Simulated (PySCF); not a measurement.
Consider C4H9BN2.

```xyz
16

C     2.0561   -0.9351   -0.9597
C     1.6949    0.3003   -0.5929
B     0.2611    0.7952   -0.1009
C     0.2782    1.4148    1.3575
N     0.2444    1.8345    2.4394
N    -0.7292   -0.4801   -0.0168
C    -2.1059   -0.1972    0.4124
H     1.3670   -1.7923   -0.9451
H     3.0691   -1.1778   -1.2982
H     2.4740    1.0733   -0.6410
H    -0.2661    1.5772   -0.8841
H    -0.2950   -1.1663    0.6068
H    -0.7224   -0.9076   -0.9458
H    -2.5484    0.5276   -0.2817
H    -2.7122   -1.1133    0.4338
H    -2.0748    0.2555    1.4114
```

Geometry: PBE0-D3(BJ)/def2-SVP.

Method: PBE0/pcSseg-1, SCF density, gas phase, non-relativistic in PySCF.

**What can the converged electron density and electron localisation function tell about the bonding?**

C–C (1.34 Å): ρ is about 2.2 e/Å³ halfway; the ELF peaks at about 0.95 between the atoms: a multiple bond.
C–B (1.59 Å): ρ at the midpoint is about 1.3 e/Å³; the ELF peaks at about 1 between the atoms: a covalent bond.
B–N (1.62 Å): the density is about 1.2 e/Å³ at the midpoint; the ELF peaks at about 0.95 between the atoms (a shared but strongly polarised pair).
C–H (1.10 Å): ρ at the midpoint is about 2 e/Å³; the ELF climbs to about 1 towards the hydrogen, as it does in any bond to H (an ordinary covalent bond to hydrogen).

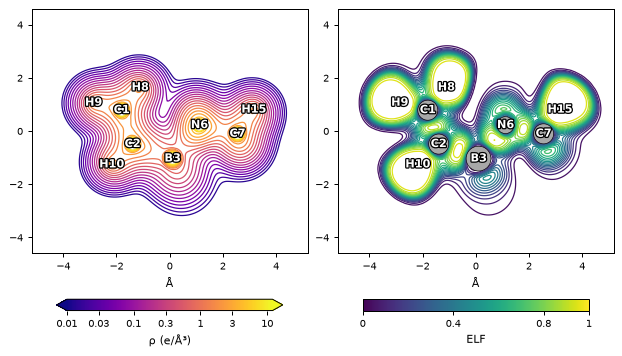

Computed electron density and electron localisation function on the plane of atoms C1, C2 and H10, in this order. Grey discs cover the atomic cores in the ELF map. 
